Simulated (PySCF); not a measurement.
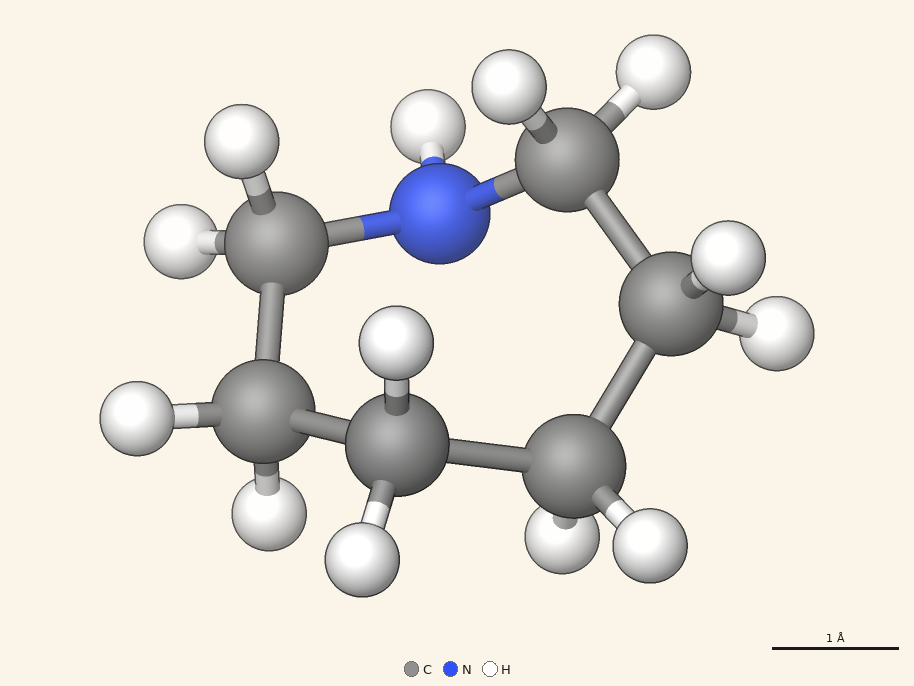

Ball-and-stick drawing of a structure. Every bond is drawn as one stick, whatever its order.

The geometry was computed by an optimisation with PBE0-D3(BJ)/def2-SVP. No frequency run is at hand to confirm it as a minimum.

Question: Give the formula.

Answer: C₆H₁₃N, 20 atoms: 6 carbon, 13 hydrogen and 1 nitrogen.

Question: Write the SMILES.

Answer: C1CCCNCC1

Question: Which point group does it belong to?

Answer: C1.

Question: Name some functional groups or characteristic bonds that it holds.

Answer: Among them: secondary amine.

Question: Describe its rings.

Answer: Independent rings (smallest set): 1 of 7 members.

More results for the same structure follow; atom numbers are the same in all pictures, views and colours differ.

## Geometry

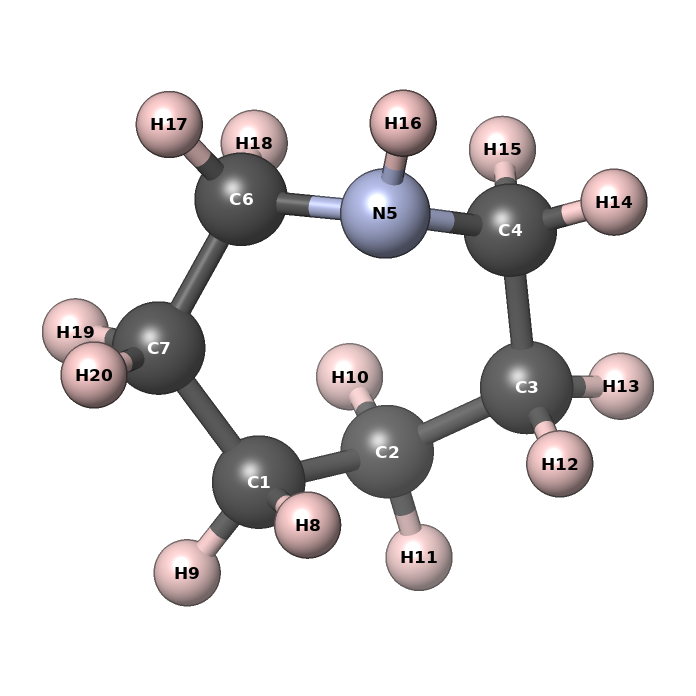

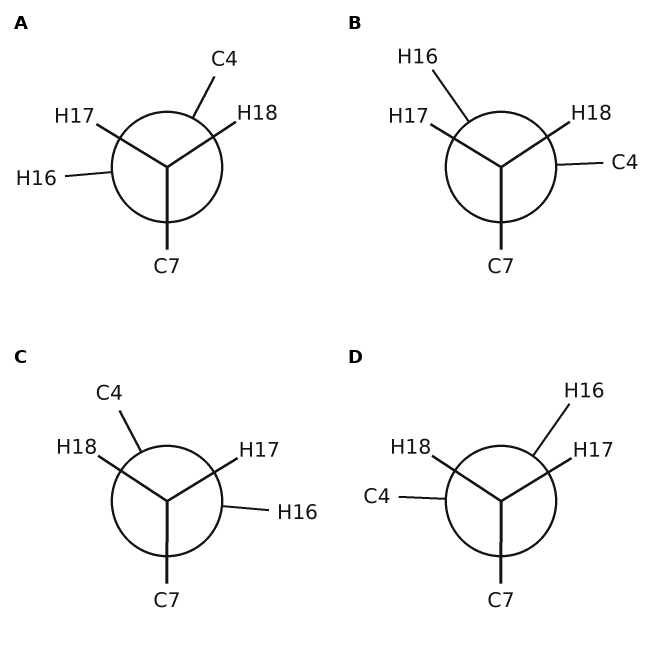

Distant atoms are faded towards the background colour. Bonds that would overlap in a projection are set slightly apart. No frequency run is at hand to confirm it as a minimum.

Question: Which Newman projection shows the view along C6–N5, with C6 in front?

Answer: D. The torsion angle C7–C6–N5–C4 is 92°, about perpendicular.

## Charges

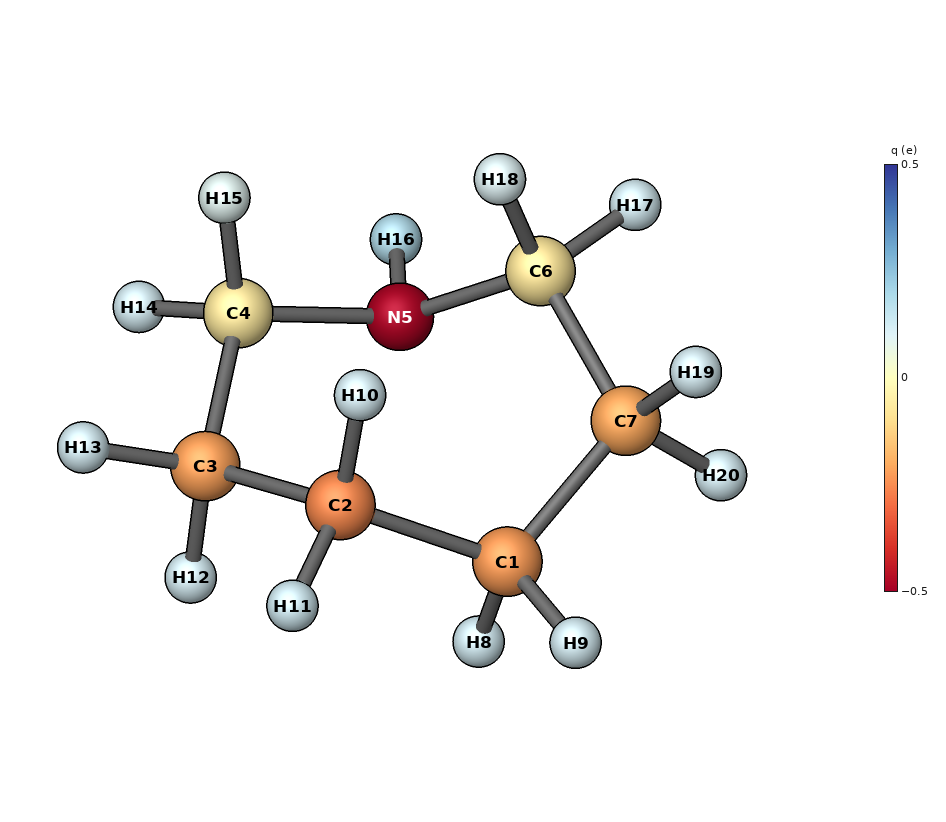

Atoms are coloured by their Mulliken charges. No frequency run is at hand to confirm it as a minimum. Properties computed with PBE0/pcSseg-1 in cyclohexane (IEF-PCM) (PySCF 2.14.0).

Question: Which atom carries the highest charge (most positive or least negative)?

Answer: H16 (0.18 e).

Question: And the lowest?

Answer: N5 (−0.48 e).

List the Mulliken charges.

```csv
atom,value (e)
C1,−0.23
C2,−0.25
C3,−0.22
C4,−0.06
N5,−0.48
C6,−0.07
C7,−0.21
H8,0.12
H9,0.12
H10,0.11
H11,0.12
H12,0.12
H13,0.11
H14,0.11
H15,0.09
H16,0.18
H17,0.12
H18,0.09
H19,0.11
H20,0.11
```

## Levels of theory compared

No frequency run is at hand to confirm it as a minimum. Program: PySCF 2.14.0.

Tabulate HOMO energy (eV), dipole (D), HOMO–LUMO gap (eV) at these levels: CAM-B3LYP/def2-SVPD; CAM-B3LYP/def2-SVPD in cyclohexane (IEF-PCM); CAM-B3LYP/def2-SVPD in methanol (IEF-PCM); PBE0/pcSseg-1 in cyclohexane (IEF-PCM); PBE0/pcSseg-1 in methanol (IEF-PCM).

```csv
level,HOMO energy (eV),dipole (D),HOMO–LUMO gap (eV)
CAM-B3LYP/def2-SVPD,−7.81,0.90,9.18
CAM-B3LYP/def2-SVPD in cyclohexane (IEF-PCM),−7.78,1.04,9.25
CAM-B3LYP/def2-SVPD in methanol (IEF-PCM),−7.82,1.39,9.38
PBE0/pcSseg-1 in cyclohexane (IEF-PCM),−6.32,1.03,7.70
PBE0/pcSseg-1 in methanol (IEF-PCM),−6.36,1.30,7.82
```

## Polarisability

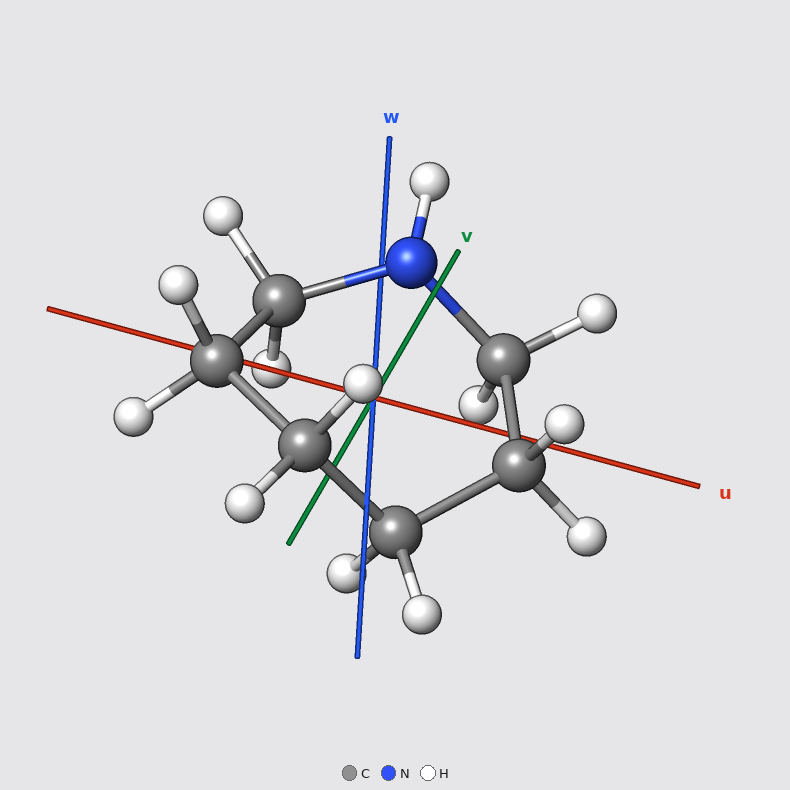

The lines u, v and w are the principal axes of the static dipole polarisability. No frequency run is at hand to confirm it as a minimum. Level of theory: CAM-B3LYP/def2-SVPD in cyclohexane (IEF-PCM) (PySCF 2.14.0).

Question: Along which axis is the molecule most polarisable, and along which least?

Answer: Most along u, least along v.

Question: Give the three principal values.

Answer: u 94.4, v 81.4, w 90.0 bohr³; mean 88.6, anisotropy 11.4 bohr³.

Mulliken values depend strongly on the basis set and can even reverse the polarity of a bond.
